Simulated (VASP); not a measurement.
Band structure of Ta (bcc). Computed with optB86b-vdW, VASP's PBE PAW potentials (set 64) (plane waves; VASP).

Unless said otherwise, spin-orbit coupling is left out, though it shifts the bands of the heavy elements here.

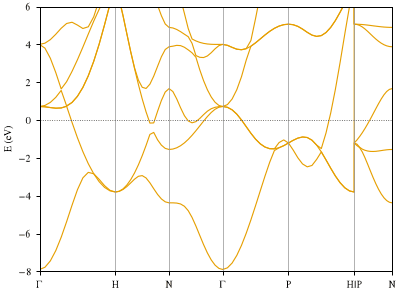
Figure: Bands along high-symmetry lines, zero at the valence-band maximum or, without a gap, the Fermi level

Problem. Read the plot: is there a gap, and where are the band edges?

Solution. It has no gap at this level: it comes out as a metal or semimetal. (Edges off the drawn lines would not show.)

The compound is Ta in the bcc structure. The cell was not relaxed at this level.
